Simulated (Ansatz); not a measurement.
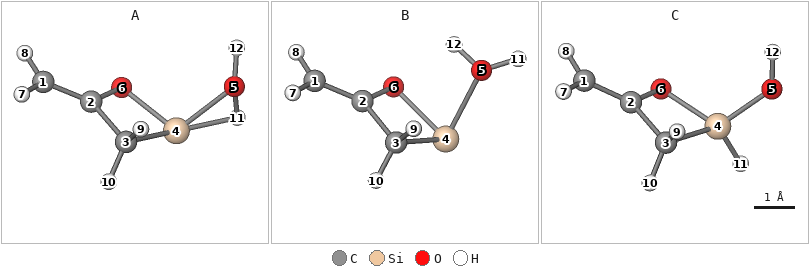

3 geometries from a converged minimum-energy path of C$_{3}$H$_{6}$O$_{2}$Si, shuffled. A ball-and-stick model, seen at a tilt.

All numbers below come from RKS PBE0-D4/6-31G in Ansatz 0.2.0. Settings: 7 movable images; climbing image; force threshold 0.05 eV/Å; iteration limit 60; starting path through a guess of the saddle point.

### One of them is the converged climbing image. Which?

A. In order along the path, whose images run from 0 to 8: C (image 1, +0.04 eV), A (image 4, +2.67 eV), B (image 8, +1.08 eV). A hydrogen atom shifts from one atom to another. Breaking: Si4–H11 (1.49 → 1.66 at the top → 2.79 Å). Forming: O5–H11 (2.51 → 1.34 at the top → 0.97 Å).

Cost: 3.9 min on 1 thread of Intel(R) Xeon(R) 6975P-C (Granite Rapids), on a shared host, peak memory 0.17 GiB.
